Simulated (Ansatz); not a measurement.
# N2H (dinitrogen monohydride) at U-wB97M-V/def2-TZVPPD

What is the vertical doublet–quartet gap of N2H (dinitrogen monohydride) at U-wB97M-V/def2-TZVPPD? 

Program for the calculation: Ansatz 0.2.0.

29 further runs of the same task are left out: 29 set aside as unsound or not needed.

### 1 The molecule

N2H: 3 atoms, total charge 0, spin state doublet. SMILES: `[N]=N`. The shape is that of a PBE0-D4/def2-TZVP optimisation.

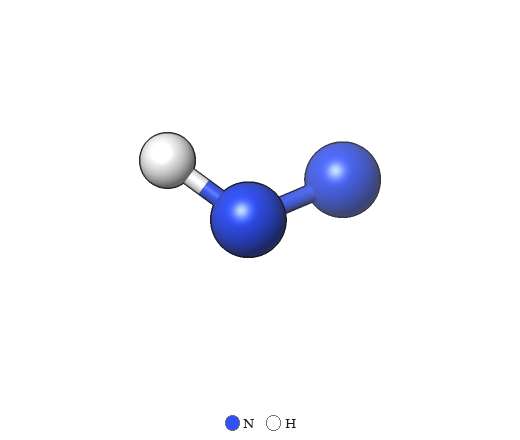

Viewed from a chosen angle; nitrogen blue, hydrogen white.

### 2 A single-point energy at U-wB97M-V/def2-TZVPPD

File run.yaml:

```yaml
crystal:
  periodic: [false, false, false]
  atoms:
    - symbol: N
      position_ang: [0.710530, -0.606720, 0.326180]
    - symbol: N
      position_ang: [-0.268660, -0.217710, -0.170100]
    - symbol: H
      position_ang: [-0.441870, 0.824430, -0.156080]
basis:
  gaussian:
    orbitals: def2-TZVPPD.json
magnetization:
  spin_polarized: true
  initial_magnetization: 1
hamiltonian:
  xc: {name: wB97M-V}
accuracy: high
output: {orbitals: {seedname: orbitals}}
```

The basis set def2-TZVPPD is read from a file made from the Basis Set Exchange's data (not shown).

Run with:

```
ansatz run run.yaml --threads 1 --pin off --max-ram 3480MiB --events-out events.jsonl --progress --plain --runs-dir runs
```

The log of the run:

```text
Warning: RAYON_NUM_THREADS=1 ignored (pool sized by the plan → 1); use --threads N
Functional definition: wB97M-V
  name "wB97M-V"
  parameter omega = 0.3/bohr
  parameter cx = 0.15
  parameter cx01 = 1.007
  parameter cx10 = 0.259
  parameter css00 = 0.443
  parameter css04 = -1.437
  parameter css10 = -4.535
  parameter css20 = -3.390
  parameter css43 = 4.278
  parameter cos00 = 1.000
  parameter cos10 = 1.358
  parameter cos20 = 2.924
  parameter cos21 = -8.812
  parameter cos60 = -1.390
  parameter cos61 = 9.142
  parameter b = 6.0
  parameter c = 0.01
  gx(w, u) = 1 - cx + cx01*u + cx10*w
  gss(w, u) = css00 + css04*u^4 + css10*w + css20*w^2 + css43*w^4*u^3
  gos(w, u) = cos00 + cos10*w + (cos20 + cos21*u)*w^2 + (cos60 + cos61*u)*w^6
  exchange = spin_sum(e_x_unif_sr(omega)*gx(b97_w, b97_u_x)) + cx*exact_x_sr(omega) + exact_x_lr(omega)
  correlation = spin_sum(e_c_pw_mod_same_spin*gss(b97_w, b97_u_same))
      + integral(e_c_pw_mod_opposite_spin*gos(b97_w_opposite, b97_u_opposite)) + vv10(b, c)
1397 factors; integrals over basis functions are off by at most 3.2e-9 eV
239 factors; integrals over basis functions are off by at most 2.2e-9 eV
mean field evaluation 1: about -2993.4658 eV, gradient 1.5e1 eV
mean field evaluation 2: about -2994.1314 eV, gradient 9.4e0 eV
mean field evaluation 4: about -2994.4653 eV, gradient 1.2e0 eV
mean field evaluation 8: about -2994.4744 eV, gradient 4.9e-2 eV
mean field evaluation 16: about -2994.4745 eV, gradient 1.6e-4 eV
mean field -2994.47448224 eV, -110.0449074946 hartree, gradient 4.8e-8 eV, S^2 0.754915; 0 other end points of the search recorded, 0 dependent functions left out
reference -2994.47448590 eV, -110.0449076290 hartree; 8, 7 occupied and 83, 84 virtual orbitals, 1397 factors
Total energy: -2994.47448590 eV, -110.0449076290 hartree
```

Run time: 22 s. Hardware: 1 thread of Arm Neoverse V1, shared host; peak memory 0.43 GiB.

### 3 The quartet at the same level

File input.yaml:

```yaml
crystal:
  periodic: [false, false, false]
  atoms:
    - {symbol: N, position_ang: [0.710530, -0.606720, 0.326180]}
    - {symbol: "N", position_ang: [-0.268660, -0.217710, -0.170100]}
    - {symbol: H, position_ang: [-0.441870, 0.824430, -0.156080]}
basis:
  gaussian:
    orbitals: def2-TZVPPD.json
magnetization:
  spin_polarized: true
  initial_magnetization: 3
hamiltonian:
  xc: {name: wB97M-V}
accuracy: high
output: {orbitals: {seedname: orbitals}}
```

The basis set def2-TZVPPD is read from a file made from the Basis Set Exchange's data (not shown).

Run with:

```
ansatz run input.yaml --threads 1 --pin off --max-ram 3480MiB --events-out events.jsonl --progress --plain --runs-dir runs
```

The log of the run (excerpt; [...] marks lines left out):

```text
Warning: RAYON_NUM_THREADS=1 ignored (pool sized by the plan → 1); use --threads N
Functional definition: wB97M-V
  name "wB97M-V"
[...]
  gx(w, u) = 1 - cx + cx01*u + cx10*w
  gss(w, u) = css00 + css04*u^4 + css10*w + css20*w^2 + css43*w^4*u^3
  gos(w, u) = cos00 + cos10*w + (cos20 + cos21*u)*w^2 + (cos60 + cos61*u)*w^6
[...]
      + integral(e_c_pw_mod_opposite_spin*gos(b97_w_opposite, b97_u_opposite)) + vv10(b, c)
1397 factors; integrals over basis functions are off by at most 3.2e-9 eV
239 factors; integrals over basis functions are off by at most 2.2e-9 eV
[...]
mean field -2988.17864676 eV, -109.8135398083 hartree, gradient 4.4e-8 eV, S^2 3.757352; 3 other end points of the search recorded, 0 dependent functions left out
reference -2988.17865025 eV, -109.8135399363 hartree; 9, 6 occupied and 82, 85 virtual orbitals, 1397 factors
Total energy: -2988.17865025 eV, -109.8135399363 hartree
```

It took 52 s on 1 thread of Arm Neoverse V1, shared host; peak memory 0.46 GiB.

### 4 What came out

At U-wB97M-V/def2-TZVPPD:

```
                                        quantity          value
                           doublet: total energy  -110.04491 Eh
     doublet: HOMO energy (highest over α and β)       -8.46 eV
      doublet: LUMO energy (lowest over α and β)        0.44 eV
                                   doublet: ⟨S²⟩          0.755
                           quartet: total energy  -109.81354 Eh
     quartet: HOMO energy (highest over α and β)       -7.20 eV
      quartet: LUMO energy (lowest over α and β)       -4.82 eV
                                   quartet: ⟨S²⟩          3.757
vertical energy of the quartet above the doublet       6.296 eV
```

**Reading.** At this shape the quartet lies 6.30 eV (145 kcal/mol) above the doublet.
